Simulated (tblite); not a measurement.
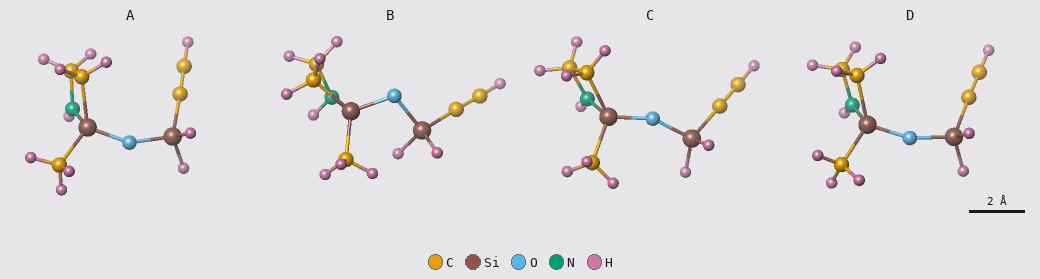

4 geometries from one relaxation of C$_{5}$H$_{11}$NOSi$_{2}$, in shuffled order. The picture is a ball-and-stick view, seen at a tilt.

All numbers below come from GFN2-xTB geometry optimisation, gas phase in tblite 0.8.0. 

Q: Order the frames from highest to lowest energy.

A: B, C, D, A. They are steps 0, 66, 179, 282, at +1.689 eV, +0.062 eV, +0.026 eV relative to the last. The energy falls by 1.689 eV in 282 geometry steps. The largest move after the best rigid fit is that of an H atom, 2.47 Å. By element the largest moves are H 2.47 Å, O 1.73 Å, C 1.72 Å, Si 0.62 Å, N 0.43 Å. Some distances before and after: Si–Si 2.747 → 3.142 Å, O–Si 1.737 → 1.626 Å, C–Si 1.833 → 1.910 Å, O–Si 1.693 → 1.630 Å. Among the angles between lasting bonds that change: Si–O–Si 106.4° → 149.6°, Si–N–H 116.5° → 139.4°, O–Si–C 113.1° → 104.8°. Groups turn about O–Si by about 145°, O–Si by about 140°, C–Si by about 30°. Cost: 5 s on 1 thread of Arm Neoverse N1, on a shared host.
